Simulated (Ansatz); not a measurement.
# [MoO3F]-: single points with varied inputs

Aim: run [MoO3F]- under a spread of inputs, and see what each costs and gives.

Program: Ansatz 0.2.0, Gaussian basis. Level of theory: the settings change from run to run. These are calculated values, not measurements.

## (1) The geometry

An earlier r2SCAN-D4/def2-SVPD relaxation fixed the geometry. Mo takes a core potential in def2 sets; no spin-orbit term is included.

5 atoms, charge -1, spin multiplicity 1.

Atoms are counted from 1 here; the program's logs count them from 0.

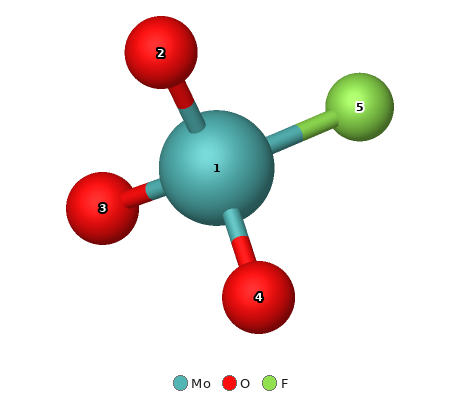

The structure; molybdenum teal, oxygen red, fluorine green; atoms are numbered from 1 in the order of the file.

## (2) r2SCAN0/def2-SVPD

Set apart from the defaults: a grid of angular degree 11, D3(BJ) dispersion.

Input file in.yaml:

```yaml
crystal:
  periodic: [false, false, false]
  atoms:
    - {symbol: Mo, position_ang: [0.019266, 0.033251, 0.013866]}
    - {symbol: O, position_ang: [0.026261, 0.008273, 1.744258]}
    - {symbol: O, position_ang: [1.645867, 0.036517, -0.576976]}
    - {symbol: O, position_ang: [-0.808598, 1.445817, -0.546690]}
    - {symbol: F, position_ang: [-0.882797, -1.523858, -0.634449]}
basis:
  gaussian: {orbitals: def2-SVPD, final_grid: {core_spheres: 5, valence_spheres: 4, degree: 11}}
total_charge: -1
hamiltonian: {xc: {name: r2SCAN0}, dispersion: d3bj}
```

On the command line:

```sh
ansatz run in.yaml --threads 4 --pin off --events-out ev --progress --plain --max-ram 3916MiB
```

Log:

```text
Warning: the engine holds no damping parameters fitted to this dispersion correction and functional, so the run takes those fitted to r2scan0 beside the three-body term, which d3bj leaves out (hamiltonian.dispersion, under Limitations)
Functional definition: r2SCAN0
  name "r2SCAN0"
  cite "Bursch, Neugebauer, Ehlert & Grimme, J. Chem. Phys. 156, 134105 (2022) doi:10.1063/5.0086040"
  cite "Furness, Kaplan, Ning, Perdew & Sun, J. Phys. Chem. Lett. 11, 8208 (2020) doi:10.1021/acs.jpclett.0c02405"
  cite "Furness, Kaplan, Ning, Perdew & Sun, J. Phys. Chem. Lett. 11, 9248 (2020) doi:10.1021/acs.jpclett.0c03077"
  parent r2scan
  parameter a = 0.25
  parameter k0 = 0.174
  parameter k1 = 0.065
  parameter a1 = 4.9479
  exchange = (1 - a)*r2scan_x(k0 = k0, k1 = k1, a1 = a1) + a*exact_x
  correlation = r2scan_c
1082 factors; their error is unknown
mean field evaluation 1: about -10692.7723 eV, gradient 8.9e1 eV
mean field evaluation 2: about -10529.1414 eV, gradient 3.0e2 eV
mean field evaluation 4: about -10708.0260 eV, gradient 9.1e0 eV
mean field evaluation 8: about -10708.1758 eV, gradient 1.7e-1 eV
mean field evaluation 16: about -10708.2544 eV, gradient 2.3e-3 eV
mean field -10708.25437289 eV, -393.5210898881 hartree, gradient 3.0e-5 eV, S^2 0.000000; 0 other end points of the search recorded, 0 dependent functions left out
reference -10708.25439684 eV, -393.5210907684 hartree; 24, 24 occupied and 102, 102 virtual orbitals, 1082 factors
Total energy: -10708.28647926 eV, -393.5222697755 hartree
```

It took 1.4 s on 4 threads of Arm Neoverse V2, shared host.

## (3) RPA/x2c-TZVPPall

Options: atoms shaken by 0.03 Å, finite nuclei.

Input file in.yaml:

```yaml
crystal:
  periodic: [false, false, false]
  atoms:
    - {symbol: Mo, position_ang: [0.073680, 0.062169, 0.034164]}
    - {symbol: O, position_ang: [-0.007353, 0.019887, 1.750717]}
    - {symbol: O, position_ang: [1.659967, 0.001891, -0.515499]}
    - {symbol: O, position_ang: [-0.752461, 1.411023, -0.536194]}
    - {symbol: F, position_ang: [-0.858251, -1.549234, -0.661035]}
basis:
  gaussian: {orbitals: x2c-TZVPPall, nuclear_model: gaussian}
total_charge: -1
hamiltonian: {xc: {name: HF}}
correlation: {method: rpa}
scf: {omitted_lower_state_checks: [starts]}
```

The command is unchanged.

Log:

```text
Functional definition: HF
  name "HF"
  cite "Fock, Z. Phys. 61, 126 (1930) doi:10.1007/BF01340294"
  parent pbe
  exchange = exact_x
  correlation = 0
these checks for a lower state are left out or cut short: starts
1395 factors; integrals over basis functions are off by at most 1.2e-3 eV
mean field evaluation 1: about -118921.8911 eV, gradient 8.3e1 eV
mean field evaluation 2: about -118922.0453 eV, gradient 8.3e1 eV
mean field evaluation 4: about -118933.7890 eV, gradient 5.8e0 eV
mean field evaluation 8: about -118933.8764 eV, gradient 1.2e0 eV
mean field evaluation 16: about -118933.8810 eV, gradient 1.0e-5 eV
mean field -118933.88100367 eV, -4370.7395106050 hartree, gradient 1.0e-5 eV, S^2 0.000000; 0 other end points of the search recorded, 0 dependent functions left out
18 core orbitals not correlated: weight in the atoms' cores, before any rotation towards them, 1.000 or more for the frozen orbitals, at most 0.000 for the correlated occupied ones
reference -118933.88100367 eV, -4370.7395106050 hartree; 20, 20 occupied and 165, 165 virtual orbitals, 1395 factors
Total energy: -118978.56495710 eV, -4372.3816156057 hartree
Relativity: scalar
Checks for a lower state left out: starts
```

Wall time 3.9 s (4 threads of Arm Neoverse V2, shared host).

## (4) MP2/def2-TZVPP

Set apart from the defaults: multiplicity 3, relativity set to none, the search for lower states set to off.

Input file in.yaml:

```yaml
crystal:
  periodic: [false, false, false]
  atoms:
    - {symbol: Mo, position_ang: [0.019266, 0.033251, 0.013866]}
    - {symbol: O, position_ang: [0.026261, 0.008273, 1.744258]}
    - {symbol: O, position_ang: [1.645867, 0.036517, -0.576976]}
    - {symbol: O, position_ang: [-0.808598, 1.445817, -0.546690]}
    - {symbol: F, position_ang: [-0.882797, -1.523858, -0.634449]}
basis:
  gaussian: {orbitals: def2-TZVPP}
total_charge: -1
magnetization: {spin_polarized: true, initial_magnetization: 2}
hamiltonian: {xc: {name: HF}, pseudopotentials: {relativity: none}}
correlation: {method: mp2}
scf: {lower_state_search: off}
```

Same command.

Log:

```text
Functional definition: HF
  name "HF"
  cite "Fock, Z. Phys. 61, 126 (1930) doi:10.1007/BF01340294"
  parent pbe
  exchange = exact_x
  correlation = 0
these checks for a lower state are left out or cut short: stability, starts, cluster_reference, orbital_swaps, neighbouring_geometries, increment
1215 factors; integrals over basis functions are off by at most 1.2e-3 eV
mean field evaluation 1: about -10645.7296 eV, gradient 5.1e1 eV
mean field evaluation 2: about -10645.7513 eV, gradient 5.1e1 eV
mean field evaluation 4: about -10656.9145 eV, gradient 6.1e0 eV
mean field evaluation 8: about -10658.5712 eV, gradient 2.5e0 eV
mean field evaluation 16: about -10660.0348 eV, gradient 7.8e0 eV
mean field -10660.62542636 eV, -391.7707583871 hartree, gradient 2.7e-6 eV, S^2 2.308773; 0 other end points of the search recorded, 0 dependent functions left out
4 core orbitals not correlated: weight in the atoms' cores, before any rotation towards them, 1.000 or more for the frozen orbitals, at most 0.000 for the correlated occupied ones
reference -10660.62542636 eV, -391.7707583871 hartree; 21, 19 occupied and 155, 157 virtual orbitals, 1215 factors
second order -39.53073898 eV of doubles, -0.00000000 eV of singles
Total energy: -10700.15616533 eV, -393.2234862497 hartree
Checks for a lower state left out: stability, starts, cluster_reference, orbital_swaps, neighbouring_geometries, increment
```

Wall time 3.5 s (4 threads of Arm Neoverse V2, shared host).

⟨S²⟩ 2.309. The spin excess of 0.31 shows a contaminated determinant.

## (5) BHLYP/def2-mTZVP

Options: atoms shaken by 0.08 Å.

Input file in.yaml:

```yaml
crystal:
  periodic: [false, false, false]
  atoms:
    - {symbol: Mo, position_ang: [0.028703, -0.039884, 0.027332]}
    - {symbol: O, position_ang: [0.083441, 0.049903, 1.728570]}
    - {symbol: O, position_ang: [1.570606, 0.049887, -0.509649]}
    - {symbol: O, position_ang: [-0.956552, 1.400489, -0.540714]}
    - {symbol: F, position_ang: [-0.811375, -1.539129, -0.744930]}
basis:
  gaussian: {orbitals: def2-mTZVP}
total_charge: -1
hamiltonian: {xc: {name: BHLYP}}
scf: {omitted_lower_state_checks: [starts]}
```

Same command.

Log:

```text
Functional definition: BHLYP
  name "BHLYP"
  cite "Becke, J. Chem. Phys. 98, 1372 (1993) doi:10.1063/1.464304"
  cite "Becke, Phys. Rev. A 38, 3098 (1988) doi:10.1103/PhysRevA.38.3098"
  cite "Lee, Yang & Parr, Phys. Rev. B 37, 785 (1988) doi:10.1103/PhysRevB.37.785"
  parameter a = 0.5
  exchange = (1 - a)*b88_x + a*exact_x
  correlation = lyp_c
these checks for a lower state are left out or cut short: starts
1073 factors; their error is unknown
mean field evaluation 1: about -10699.4600 eV, gradient 9.2e1 eV
mean field evaluation 2: about -10565.0223 eV, gradient 2.9e2 eV
mean field evaluation 4: about -10712.8170 eV, gradient 3.5e1 eV
mean field evaluation 8: about -10714.9510 eV, gradient 2.4e-1 eV
mean field evaluation 16: about -10715.1460 eV, gradient 9.8e-4 eV
mean field -10715.14598772 eV, -393.7743520618 hartree, gradient 3.1e-5 eV, S^2 0.000000; 0 other end points of the search recorded, 0 dependent functions left out
reference -10715.14618873 eV, -393.7743594489 hartree; 24, 24 occupied and 100, 100 virtual orbitals, 1073 factors
Total energy: -10715.14618873 eV, -393.7743594489 hartree
Checks for a lower state left out: starts
```

Run time: 1.1 s. Hardware: 4 threads of Arm Neoverse V2, shared host.

## (6) The runs in one table

| level | charge | multiplicity | geometry | functions | energy (eV) | time |
| --- | --- | --- | --- | --- | --- | --- |
| r2SCAN0/def2-SVPD | -1 | 1 | relaxed | 126 | -10708.286 | 1.4 s |
| RPA/x2c-TZVPPall | -1 | 1 | shaken | 203 | -118978.565 | 3.9 s |
| MP2/def2-TZVPP | -1 | 3 | relaxed | 180 | -10700.156 | 3.5 s |
| BHLYP/def2-mTZVP | -1 | 1 | shaken | 124 | -10715.146 | 1.1 s |

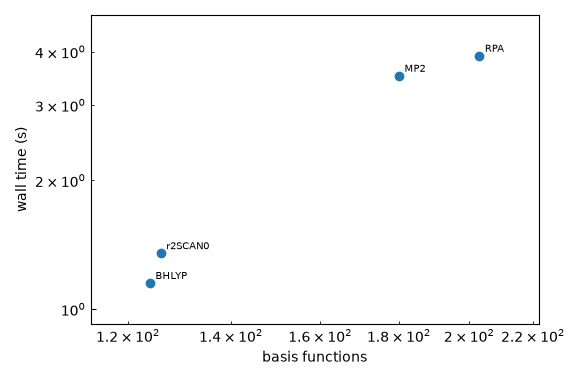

Wall time against the number of basis functions (shared host).

## (7) What came out

| quantity | value |
| --- | --- |
| runs | 4 |
| quickest | BHLYP/def2-mTZVP, 1.1 s |
| slowest | RPA/x2c-TZVPPall, 3.9 s |

In words: The runs differ in state or geometry as well as level, so their energies can't be set against each other. RPA/x2c-TZVPPall took 3 times as long as BHLYP/def2-mTZVP. The jobs differ in tasks and options as well as level.
